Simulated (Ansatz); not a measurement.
# [BF2]+ (SMILES F[B+]F): PBE-QIDH-D3(BJ)/aug-cc-pVDZ (density fitting with def2-universal-jkfit, def2-SVP-rifit for correlation, damping of pbe, start density atoms)

What is the energy change on altering one bond length of [BF2]+ at PBE-QIDH-D3(BJ)/aug-cc-pVDZ (density fitting with def2-universal-jkfit, def2-SVP-rifit for correlation, damping of pbe, start density atoms)? 

The results are computed with Ansatz 0.2.0.

7 further runs of the same task are left out: 2 for a known fault of the program, 1 that didn't finish, 4 set aside as unsound or not needed. Runs told in other sessions of the task aren't counted.

## (1) The system as given

[BF2]+ has 3 atoms, charge +1, and is taken as a singlet. As SMILES, `F[B+]F`. The shape is that of a PBE0-D4/def2-TZVP optimisation.

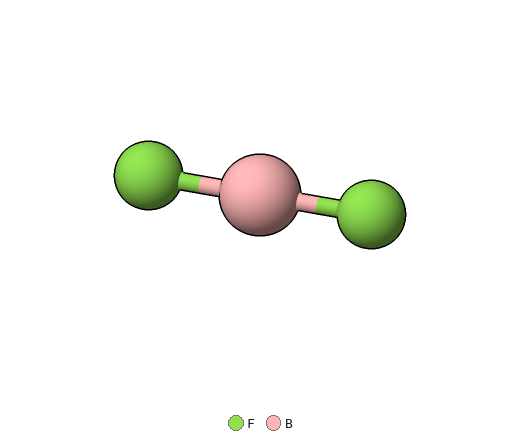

Viewed from a chosen angle; fluorine green, boron pink.

## (2) The energy at PBE-QIDH-D3(BJ)/aug-cc-pVDZ (density fitting with def2-universal-jkfit, def2-SVP-rifit for correlation, damping of pbe, start density atoms)

Input file input.yaml:

```yaml
basis:
  gaussian:
    orbitals: aug-cc-pVDZ
    fitting: {mean_field: def2-universal-jkfit, correlation: def2-SVP-rifit.json}
crystal:
  periodic: [false, false, false]
  atoms:
    - {symbol: F, position_ang: [0.329710, 1.140520, 0.307700]}
    - {symbol: B, position_ang: [0.000000, -0.000000, 0.000000]}
    - {symbol: F, position_ang: [-0.329720, -1.140520, -0.307700]}
total_charge: 1
hamiltonian: {xc: {name: PBE-QIDH}, dispersion: {method: d3bj, functional: pbe}}
correlation: {electrons: outside_noble_gas}
accuracy: high
scf: {lower_state_search: standard}
output: {orbitals: {seedname: orbitals}}
```

Launch:

```console
$ ansatz run input.yaml --threads 1 --pin off --max-ram 3480MiB --events-out events.jsonl --progress --plain --runs-dir runs
```

Log:

```text
Warning: RAYON_NUM_THREADS=1 ignored (pool sized by the plan → 1); use --threads N
Functional definition: PBE-QIDH
  name "PBE-QIDH"
  parameter a = 3^(-1/3)
  parameter c = 1/3
  exchange = (1 - a)*pbe_x + a*exact_x
  correlation = (1 - c)*pbe_c + c*(mp2_os + mp2_ss)
229 factors; integrals over basis functions are off by at most 2.1e-1 eV
144 factors; integrals over basis functions are off by at most 8.5e-1 eV
mean field evaluation 1: about -6083.1305 eV, gradient 6.8e1 eV
mean field evaluation 2: about -6083.1318 eV, gradient 6.8e1 eV
mean field evaluation 4: about -6089.8719 eV, gradient 1.5e0 eV
mean field evaluation 8: about -6089.8776 eV, gradient 1.3e-2 eV
mean field evaluation 16: about -6089.8776 eV, gradient 2.1e-8 eV
mean field -6089.87756924 eV, -223.7988728022 hartree, gradient 2.1e-8 eV, S^2 0.000000; 0 other end points of the search recorded, 0 dependent functions left out
3 core orbitals not correlated: weight in the atoms' cores, before any rotation towards them, 1.000 or more for the frozen orbitals, at most 0.000 for the correlated occupied ones
reference -6089.87757242 eV, -223.7988729193 hartree; 8, 8 occupied and 58, 58 virtual orbitals, 144 factors
second order -14.13637301 eV of doubles, -0.00000000 eV of singles
Total energy: -6094.60926411 eV, -223.9727593817 hartree
```

Wall time 2.9 s (1 thread of Arm Neoverse V1, shared host); peak memory 0.11 GiB.

## (3) The distorted shape

Changes to input.yaml since step 2:

```diff
@@ -7,4 +7,4 @@
   atoms:
-    - {symbol: F, position_ang: [0.329710, 1.140520, 0.307700]}
-    - {symbol: B, position_ang: [0.000000, -0.000000, 0.000000]}
+    - {symbol: F, position_ang: [0.296737, 1.026463, 0.276929]}
+    - {symbol: B, position_ang: [-0.032973, -0.114057, -0.030771]}
     - {symbol: F, position_ang: [-0.329720, -1.140520, -0.307700]}
```

Launch:

```console
$ ansatz run input.yaml --threads 1 --pin off --max-ram 3480MiB --events-out events.jsonl --progress --plain --runs-dir runs
```

Log (excerpt; [...] marks lines left out):

```text
Warning: RAYON_NUM_THREADS=1 ignored (pool sized by the plan → 1); use --threads N
[... 2 set-up lines as earlier in the session ...]
[...]
229 factors; integrals over basis functions are off by at most 2.1e-1 eV
144 factors; integrals over basis functions are off by at most 8.5e-1 eV
[...]
mean field -6089.15303539 eV, -223.7722466743 hartree, gradient 1.6e-8 eV, S^2 0.000000; 0 other end points of the search recorded, 0 dependent functions left out
3 core orbitals not correlated: weight in the atoms' cores, before any rotation towards them, 1.000 or more for the frozen orbitals, at most 0.000 for the correlated occupied ones
reference -6089.15303798 eV, -223.7722467697 hartree; 8, 8 occupied and 58, 58 virtual orbitals, 144 factors
second order -13.79986413 eV of doubles, -0.00000000 eV of singles
Total energy: -6093.77271051 eV, -223.9420166038 hartree
```

Wall time 2.9 s (1 thread of Arm Neoverse V1, shared host); peak memory 0.11 GiB.

## (4) Summary of results

At PBE-QIDH-D3(BJ)/aug-cc-pVDZ (density fitting with def2-universal-jkfit, def2-SVP-rifit for correlation, damping of pbe, start density atoms), 3 core orbitals frozen:

| quantity | value |
| --- | --- |
| first shape: total energy | -223.97276 Eh |
| first shape: HOMO energy (SCF part's orbitals) | -26.33 eV |
| first shape: LUMO energy (SCF part's orbitals) | -6.50 eV |
| first shape: HOMO–LUMO gap (SCF part's orbitals) | 19.83 eV |
| first shape: dispersion energy | -1.89 kJ/mol |
| distorted shape: total energy | -223.94202 Eh |
| distorted shape: HOMO energy (SCF part's orbitals) | -26.37 eV |
| distorted shape: LUMO energy (SCF part's orbitals) | -6.11 eV |
| distorted shape: HOMO–LUMO gap (SCF part's orbitals) | 20.26 eV |
| distorted shape: dispersion energy | -1.90 kJ/mol |
| energy change with the B2–F3 bond shortened from 1.226 to 1.104 Å | 0.837 eV |

With the B2–F3 bond shortened from 1.226 to 1.104 Å the energy rises by 0.84 eV (80.7 kJ/mol). The first shape isn't relaxed at this level, so the change isn't measured from a minimum.
